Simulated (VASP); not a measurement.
Band structure of SiC (wurtzite). All values below come from modified Becke-Johnson potential (mBJ), VASP's PBE PAW potentials (set 64) (plane waves; VASP 6.6.1).

mBJ is a potential without an energy functional, so only the levels count.

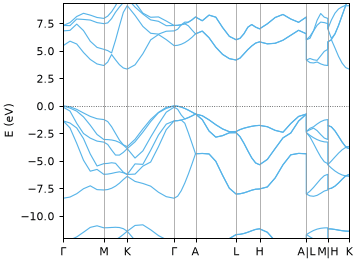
Bands along high-symmetry lines, zero at the valence-band maximum or, without a gap, the Fermi level

**Question.** Read the plot: is there a gap, and where are the band edges?

**Answer.** The gap is indirect, 3.34 eV, from the valence maximum at Γ to the conduction minimum at K.

Measured: gap 3.33 eV (computed value off by +0.01 eV), as given by Daiki Deguchi et al., Japanese Journal of Applied Physics (2016), arXiv:1512.06930.

The compound is SiC in the wurtzite structure, the rare 2H polytype. It was relaxed first. The cell's shape comes from a PBE relaxation.
